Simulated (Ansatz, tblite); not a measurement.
Dissociation curve of Hf(Cl)3(OH), HCl3HfO, SMILES [Cl][Hf]([Cl])([OH])[Cl]. The Hf1–O5 bond (Hf1 also carries Cl, Cl, Cl; O5 carries H) is varied alone, starting from the PBE0/def2-TZVP, def2 effective core potentials past Kr optimised geometry.

```
6

Hf     0.0000     0.0000     0.0000
Cl     0.0000     2.2076    -0.7697
Cl     1.9148    -1.1004    -0.7671
Cl    -1.9142    -1.1062    -0.7604
O      0.0000     0.0000     1.8818
H     -0.0033    -0.0019     2.8345
```

Computed with: UKS-PBE0 = unrestricted PBE0/def2-TZVP, def2 effective core potentials past Kr (Ansatz, a program for electronic structure); GFN2-xTB, 300 K electronic temperature (tblite); RKS-B3LYP = restricted B3LYP/def2-TZVP, def2 effective core potentials past Kr run with Ansatz; RKS-PBE0 = restricted PBE0/def2-TZVP, def2 effective core potentials past Kr run with Ansatz; RKS-PBE = restricted PBE/def2-TZVP, def2 effective core potentials past Kr run with Ansatz.

Energies are in kcal/mol, each relative to the lowest point of its own curve near equilibrium.

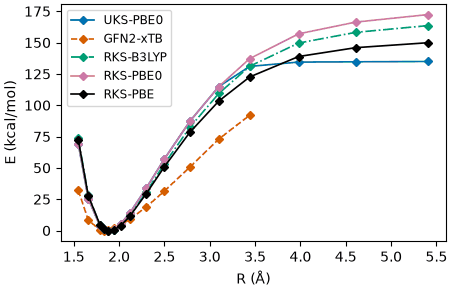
Fig. 1. Energy against bond length for each method.

```tsv
R / Å	UKS-PBE0	GFN2-xTB	RKS-B3LYP	RKS-PBE0	RKS-PBE
1.55	69.4	32.2	73.7	69.4	72.5
1.66	25.5	8.4	28.2	25.5	27.8
1.79	3.5	0.3	4.5	3.5	4.5
1.83	1.1	0.0	1.6	1.1	1.6
1.88	0.0	0.4	0.0	0.0	0.0
1.94	1.1	1.8	0.5	1.1	0.5
2.02	5.5	4.6	4.2	5.5	4.0
2.12	14.1	9.1	12.1	14.1	11.6
2.30	33.9	18.8	30.8	33.9	29.5
2.50	57.2	31.5	53.2	57.2	50.9
2.78	87.1	50.6	82.3	87.1	78.4
3.10	114.9	73.0	109.4	114.9	103.3
3.44	131.0	92.0	131.1	137.2	122.6
3.98	134.4	—	149.6	157.0	138.9
4.61	134.7	—	158.2	166.4	145.9
5.41	134.9	—	163.6	172.4	149.9
```

At the longest distance, 5.41 Å, RKS-PBE0 lies highest above its minimum (172.4 kcal/mol) and UKS-PBE0 lowest (134.9 kcal/mol).

A dash means that the run gave no value there, or that the column was ended at a point which the program doubted or which failed a test of continuity chosen for this set; such a test can also cut sound points.

The unrestricted determinant behind UKS-PBE0 is spin-contaminated at 3.44 to 5.41 Å (<S²> up to 1.0, against 0.00 for a pure singlet). The restricted form behind RKS-B3LYP, RKS-PBE0, RKS-PBE keeps the bonding electrons paired and can't separate into open-shell fragments.
